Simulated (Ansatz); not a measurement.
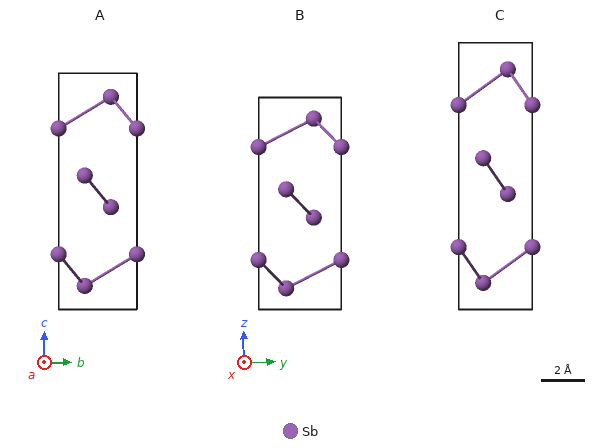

Energy scan for solid Sb (R-3m), in which the ratio of the cell's length along z to its lengths across, counted as 1 for the reference, is changed at fixed volume (a c/a path), with the atoms kept at their fractional coordinates. x, y and z are the Cartesian axes of the input. Style: ball-and-stick. Shown: the conventional cell (3 times the calculation's cell), repeated 1 × 1 × 1 with one cell outlined, along the a axis. Lengths and directions refer to the drawn axes.

Theory: DFT PBEsol, scalar-relativistic, plane waves, PAW (Ansatz 0.2.0). Settings: plane-wave cutoff 420 eV; k-point mesh 15 × 15 × 15; occupations gaussian; smearing width 0.15 eV; no spin polarisation. Energies (free energies at the smearing named) are counted from the cell as listed in its source, which wasn't relaxed.

### Rank the frames from lowest to highest energy.

Lowest first: A (the relative ratio 1.00, 0.0 meV/atom), B (the relative ratio 0.85, 51.8 meV/atom), C (the relative ratio 1.20, 57.6 meV/atom). Over the whole scan: the lowest computed point lies at the relative ratio 1.00 (0.0 meV/atom). The end points stand at 51.8 meV/atom (0.85) and 57.6 meV/atom (1.20). The distortion keeps the space group R-3m. At the relative ratio 1.20 the cell of the drawing goes a 4.301 → 4.048 Å, b 4.301 → 4.048 Å, c 11.232 → 12.684 Å.
